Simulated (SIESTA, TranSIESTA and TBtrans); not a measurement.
Junction: Pt chain with a Cl atom beside one bond. Leads: straight Pt chain, spacing 2.4 Å. Geometry: 3 atoms about the centre moved by SIESTA (PBE, DZP) to a largest force of 0.03 eV/Å, all others as built.

Method: TranSIESTA and TBtrans, PBE, DZ numerical orbitals (energy shift 0.15 eV), PseudoDojo norm-conserving scalar-relativistic potentials, mesh cutoff 200 Ry, 300 K, spin-polarised (collinear), no spin-orbit coupling; self-consistent non-equilibrium Green functions.

Energies count from the leads' Fermi level. Transmissions are for each spin. The energy step is 0.01 eV; narrower resonances are cut or missed.

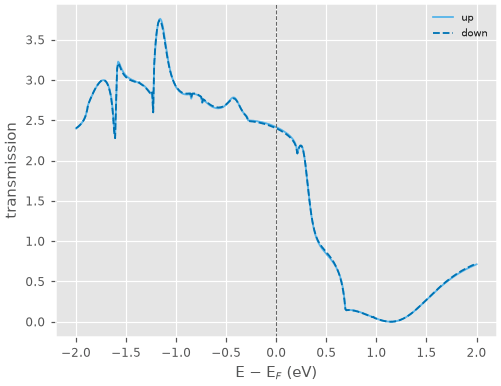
Figure. Transmission against energy

```
E (eV)    T up  T down  lead channels up       down
------  ------  ------  ----------------  ---------
-2.00     2.40    2.40                 3          3
-1.80     2.91    2.91                 4          4
-1.60     2.72    2.75                 4          4
-1.40     2.98    2.97                 4          4
-1.20     3.52    3.54         band edge  band edge
-1.00     2.91    2.91                 6          6
-0.80     2.82    2.83                 6          6
-0.60     2.65    2.66                 6          6
-0.40     2.76    2.75         band edge  band edge
-0.20     2.49    2.48                 4          4
0.00      2.41    2.40                 4          4
0.20      2.17    2.16                 4          4
0.40      1.04    1.05                 3          3
0.60      0.67    0.68                 3          3
0.80      0.13    0.13                 1          1
1.00     0.039   0.037                 1          1
1.20    0.0076  0.0078                 1          1
1.40      0.15    0.16                 1          1
1.60      0.39    0.39                 1          1
1.80      0.58    0.59                 1          1
2.00      0.71    0.72                 1          1
```

A magnetic start was tried, and the separate lead runs end without a moment. The straight chain is held at its spacing; free chains may zigzag or dimerise. Spin-orbit coupling, left out here, matters for the heavy atoms.
